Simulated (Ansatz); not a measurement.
Pressure series in TaSi2

The reference is TaSi2 (space group P6_222, No. 180; a = 4.776 Å, c = 6.563 Å).

Cell and atoms are relaxed at each pressure.

Computed with r2SCAN/PAW in Ansatz (an electronic-structure program), no spin-orbit coupling.

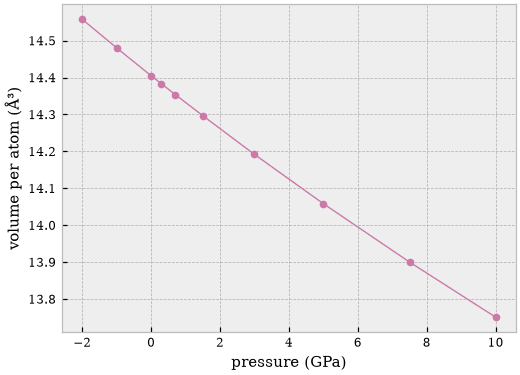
*Volume per atom against pressure*

**Question.** From the plot, what is the volume per atom for pressure 5 GPa?

**Answer.** About 14.06 Å³.

**Question.** Is the trend monotonic over the range shown?

**Answer.** Yes, it falls throughout, spanning 13.75 Å³ to 14.56 Å³.

Load acts through the strain it causes; cell and atoms are relaxed under it. Whether these cells are dynamically stable was not tested. No other phases were tried under pressure. The final runs are not spin-polarised. An odd electron count without spin: TaSi2.
